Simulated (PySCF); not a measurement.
**C2H7Al (SMILES [CH3][AlH][CH3]): levels of theory compared**

We compute a comparison of 5 runs (HF/STO-3G, HF/3-21G, B3LYP/6-31G*, B2PLYP/def2-SVP, MP2/6-31G**) of C2H7Al. The job is set up through a Python script.

The results are computed with PySCF 2.14.0.

### 1 The system as given

The species is C2H7Al (10 atoms), meant as a singlet with charge 0. As SMILES, `[CH3][AlH][CH3]`. The coordinates come from a PBE0-D4/def2-TZVP relaxation.

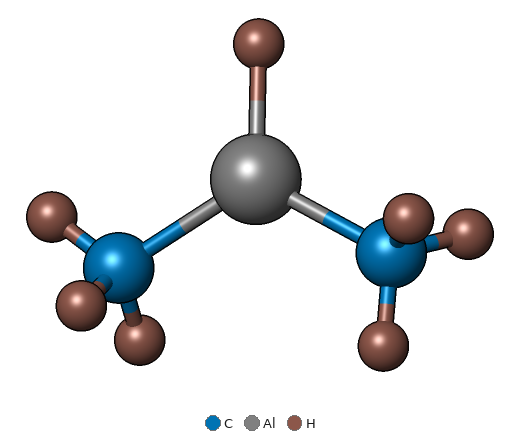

The structure, seen from a chosen angle (carbon blue, aluminium grey, hydrogen brown).

### 2 Energy and forces at HF/STO-3G (run 1)

The input, run.py:

```python
import pyscf.grad
from pyscf import gto

system = gto.M(
    atom='''
C       -1.219100       0.923600      -0.783300
Al       0.496800       0.021800      -0.536400
C        0.903900      -0.949000       1.109700
H       -2.054000       0.233200      -0.621200
H       -1.337000       1.368500      -1.773800
H       -1.340300       1.723700      -0.043600
H        1.605700       0.078800      -1.681200
H        0.069000      -0.980000       1.814000
H        1.201900      -1.980900       0.894300
H        1.756300      -0.490900       1.624500
''',
    charge=0,
    max_memory=1860,
    verbose=4,
    basis='sto-3g',
)

mf = system.RHF()
mf.conv_tol = 1e-10
mf.kernel()
if not mf.converged:
    mf = mf.newton().run(mf.mo_coeff, mf.mo_occ)

e_final = mf.e_tot
print('E(%s) = %.9f' % ('HF', e_final))
grad = mf.Gradients().kernel()
dip = mf.dip_moment()
pop, q = mf.mulliken_pop()
```

Run with:

```console
OMP_NUM_THREADS=1 python run.py
```

Standard output:

```text
PySCF version 2.14.0

[... 60 lines left out ...]
converged SCF energy = -317.924571517062
[... 11 lines left out ...]
----------------------------------------------
Dipole moment(X, Y, Z, Debye):  0.04530,  0.00566, -0.08976
 ** Mulliken pop  **
pop of  0 C 1s            1.99228
pop of  0 C 2s            1.25118
pop of  0 C 2px           1.16529
pop of  0 C 2py           1.02846
pop of  0 C 2pz           0.97976
pop of  1 Al 1s           1.99946
pop of  1 Al 2s           1.98262
pop of  1 Al 3s           0.98586
pop of  1 Al 2px          1.93968
pop of  1 Al 2py          1.92973
pop of  1 Al 2pz          1.93943
pop of  1 Al 3px          0.51369
pop of  1 Al 3py          0.24056
pop of  1 Al 3pz          0.50594
pop of  2 C 1s            1.99228
pop of  2 C 2s            1.25134
pop of  2 C 2px           0.99092
pop of  2 C 2py           1.03740
pop of  2 C 2pz           1.14537
pop of  3 H 1s            0.97468
pop of  4 H 1s            0.97168
pop of  5 H 1s            0.97541
pop of  6 H 1s            1.28401
pop of  7 H 1s            0.97304
pop of  8 H 1s            0.97462
pop of  9 H 1s            0.97530
 ** Mulliken atomic charges  **
charge of    0C =     -0.41697
charge of    1Al =      0.96302
charge of    2C =     -0.41730
charge of    3H =      0.02532
charge of    4H =      0.02832
charge of    5H =      0.02459
charge of    6H =     -0.28401
charge of    7H =      0.02696
charge of    8H =      0.02538
charge of    9H =      0.02470
```

It took 0.96 s on 1 thread of Arm Neoverse V2, shared host; peak memory 0.12 GiB.

### 3 Energy and forces at HF/3-21G (run 2)

The input, run.py:

```python
import pyscf.grad
from pyscf import gto, scf

molecule = gto.M(
    atom='''
C     -2.303765     1.745351    -1.480222
Al     0.938816     0.041196    -1.013649
C      1.708123    -1.793350     2.097029
H     -3.881497     0.440684    -1.173898
H     -2.526564     2.586090    -3.351996
H     -2.532800     3.257321    -0.082392
H      3.034333     0.148910    -3.177008
H      0.130391    -1.851932     3.427963
H      2.271262    -3.743358     1.689982
H      3.318926    -0.927667     3.069860
''',
    max_memory=1860,
    verbose=3,
    charge=0,
    basis='3-21g',
    unit='bohr',
)

myscf = scf.RHF(molecule)
myscf.conv_tol = 1e-10
myscf.kernel()
if not myscf.converged:
    myscf = myscf.newton().run(myscf.mo_coeff, myscf.mo_occ)

energy = myscf.e_tot
print('E(%s) = %.9f' % ('HF', energy))
grad = myscf.Gradients().kernel()
myscf.analyze()
```

Run with:

```console
OMP_NUM_THREADS=1 python run.py
```

Standard output:

```text
converged SCF energy = -319.96747528176
E(HF) = -319.967475282
--------------- RHF gradients ---------------
         x                y                z
0 C     0.0138760531    -0.0073922211     0.0013715749
1 Al    -0.0047546975    -0.0003969047     0.0061220314
2 C    -0.0047578186     0.0080741767    -0.0130539039
3 H    -0.0024642531    -0.0026811833     0.0011703657
4 H    -0.0002483449     0.0017639403    -0.0039033090
5 H     0.0001362953     0.0021989635     0.0029996872
6 H    -0.0028256958    -0.0001136425     0.0028872719
7 H    -0.0034392732    -0.0000234417     0.0028826816
8 H     0.0014182723    -0.0031835523    -0.0013610730
9 H     0.0030594625     0.0017538652     0.0008846732
----------------------------------------------
**** MO energy ****
MO #1   energy= -58.0435888474846  occ= 2
MO #2   energy= -11.1278513369957  occ= 2
MO #3   energy= -11.127596668336   occ= 2
MO #4   energy= -4.84846647762741  occ= 2
MO #5   energy= -3.15310055766936  occ= 2
MO #6   energy= -3.15113243496574  occ= 2
MO #7   energy= -3.15027219061365  occ= 2
MO #8   energy= -0.920814447706101 occ= 2
MO #9   energy= -0.908628386582931 occ= 2
MO #10  energy= -0.54300634753442  occ= 2
MO #11  energy= -0.534916961247094 occ= 2
MO #12  energy= -0.531405866603053 occ= 2
MO #13  energy= -0.527479029261556 occ= 2
MO #14  energy= -0.527350584969905 occ= 2
MO #15  energy= -0.399658929204805 occ= 2
MO #16  energy= -0.393275805329635 occ= 2
MO #17  energy= 0.0706654319625593 occ= 0
MO #18  energy= 0.166678598248197  occ= 0
MO #19  energy= 0.176107418939005  occ= 0
MO #20  energy= 0.232248854061301  occ= 0
MO #21  energy= 0.305621009045837  occ= 0
MO #22  energy= 0.308857253027732  occ= 0
MO #23  energy= 0.338676163226656  occ= 0
MO #24  energy= 0.338787220982335  occ= 0
MO #25  energy= 0.354287287158685  occ= 0
MO #26  energy= 0.379528495907428  occ= 0
MO #27  energy= 0.427831770138557  occ= 0
MO #28  energy= 0.444919170380418  occ= 0
MO #29  energy= 0.518959322097799  occ= 0
MO #30  energy= 0.55695816879242   occ= 0
MO #31  energy= 0.939866664072861  occ= 0
MO #32  energy= 1.03957584682687   occ= 0
MO #33  energy= 1.06954805142472   occ= 0
MO #34  energy= 1.08828388543487   occ= 0
MO #35  energy= 1.09681725135292   occ= 0
MO #36  energy= 1.10369933653257   occ= 0
MO #37  energy= 1.337730816366     occ= 0
MO #38  energy= 1.3458541080672    occ= 0
MO #39  energy= 1.35351383996004   occ= 0
MO #40  energy= 1.36024039198495   occ= 0
MO #41  energy= 1.40344789997076   occ= 0
MO #42  energy= 1.41635446803807   occ= 0
MO #43  energy= 1.47462804017602   occ= 0
MO #44  energy= 1.97397596861335   occ= 0
MO #45  energy= 2.00265234598632   occ= 0
 ** Mulliken atomic charges  **
charge of    0C =     -0.60199
charge of    1Al =      0.78379
charge of    2C =     -0.60234
charge of    3H =      0.09959
charge of    4H =      0.10039
charge of    5H =      0.09988
charge of    6H =     -0.17868
charge of    7H =      0.09735
charge of    8H =      0.10108
charge of    9H =      0.10093
Dipole moment(X, Y, Z, Debye): -0.40370, -0.02772,  0.44233
```

Wall time 1.1 s (1 thread of Arm Neoverse V2, shared host); peak memory 0.12 GiB.

Runs 3 to 4 aren't shown in full; the table further down has their settings and results.

### 4 Energy and gradient at MP2/6-31G(d,p) (spherical functions) (run 5)

The input, job.py:

```python
from pyscf import gto, mp

mol = gto.M(
    atom=[
    ('C', (-1.219100, 0.923600, -0.783300)),
    ('Al', (0.496800, 0.021800, -0.536400)),
    ('C', (0.903900, -0.949000, 1.109700)),
    ('H', (-2.054000, 0.233200, -0.621200)),
    ('H', (-1.337000, 1.368500, -1.773800)),
    ('H', (-1.340300, 1.723700, -0.043600)),
    ('H', (1.605700, 0.078800, -1.681200)),
    ('H', (0.069000, -0.980000, 1.814000)),
    ('H', (1.201900, -1.980900, 0.894300)),
    ('H', (1.756300, -0.490900, 1.624500)),
],
    verbose=3,
    basis='6-31g**',
    max_memory=1860,
)

hf = mol.RHF()
hf.conv_tol = 1e-10
hf.kernel()
if not hf.converged:
    hf = hf.newton().run(hf.mo_coeff, hf.mo_occ)

pt = mp.MP2(hf, frozen=7).run()
e_final = pt.e_tot
print('E = %.10f Eh' % e_final)
grad = pt.nuc_grad_method().kernel()
hf.analyze()
```

Run with:

```console
OMP_NUM_THREADS=1 python job.py
```

Standard output:

```text
converged SCF energy = -321.719700212035
[... 15 lines left out ...]
MO #4   energy= -4.86212968529484  occ= 2
[... 6 lines left out ...]
MO #11  energy= -0.53432211928966  occ= 2
[... 6 lines left out ...]
MO #18  energy= 0.14136635476811   occ= 0
[... 6 lines left out ...]
MO #25  energy= 0.327214513520489  occ= 0
[... 6 lines left out ...]
MO #32  energy= 0.656353999689601  occ= 0
[... 6 lines left out ...]
MO #39  energy= 0.901135777332793  occ= 0
[... 6 lines left out ...]
MO #46  energy= 1.25362942122651   occ= 0
[... 6 lines left out ...]
MO #53  energy= 1.78726421118425   occ= 0
[... 6 lines left out ...]
MO #60  energy= 2.42351326089153   occ= 0
[... 6 lines left out ...]
MO #67  energy= 2.65947535873225   occ= 0
[... 6 lines left out ...]
MO #74  energy= 3.16462351047107   occ= 0
[... 6 lines left out ...]
MO #81  energy= 3.8249028796483    occ= 0
[... 11 lines left out ...]
Dipole moment(X, Y, Z, Debye): -0.40274, -0.02277,  0.41504
```

It took 8.1 s on 1 thread of Arm Neoverse V2, shared host; peak memory 0.43 GiB.

### 5 Overview of the runs

| run | level | Cartesian functions | integration grid | energy (Eh) | dipole moment (D) of the reference | HOMO energy (eV) | LUMO energy (eV) | wall time |
| --- | --- | --- | --- | --- | --- | --- | --- | --- |
| 1 | HF/STO-3G | no | – | -317.924572 | 0.10 | -8.77 | 8.94 | 0.96 s |
| 2 | HF/3-21G | no | – | -319.967475 | 0.60 | -10.70 | 1.92 | 1.1 s |
| 3 | B3LYP/6-31G* (Cartesian functions) | yes | 5 | -322.861463 | 0.72 | -7.30 | -0.93 | 15 s |
| 4 | B2PLYP/def2-SVP | no | 5 | -322.488476 | 0.66 | -8.87 | 0.26 | 12 s |
| 5 | MP2/6-31G** (spherical functions) | no | – | -322.078748 | 0.58 | -10.71 | 1.88 | 8.1 s |

### 6 Results

```
                                          quantity          value
                               run 5: total energy  -322.07875 Eh
       run 5: dipole moment (Hartree–Fock density)         0.58 D
        run 5: HOMO energy (Hartree–Fock orbitals)      -10.71 eV
        run 5: LUMO energy (Hartree–Fock orbitals)        1.88 eV
      run 5: HOMO–LUMO gap (Hartree–Fock orbitals)       12.59 eV
run 5: correlation energy (7 core orbitals frozen)     -359.0 mEh
                   run 5: largest force on an atom     0.284 eV/Å
```

In words: Over runs 1, 2, 3, 4 the dipole moment (its size) runs from 0.10 D (HF/STO-3G) to 0.72 D (B3LYP/6-31G*). The two ends differ in method and basis. The two dipoles point in opposite directions. Over runs 1, 2, 3, 4 the HOMO–LUMO gap runs from 6.37 eV (B3LYP/6-31G*) to 17.71 eV (HF/STO-3G). Totals of different functionals can't be ranked against each other. In run 1 the basis is minimal, so the values are rough. All runs together took 37 s, the longest 15 s.
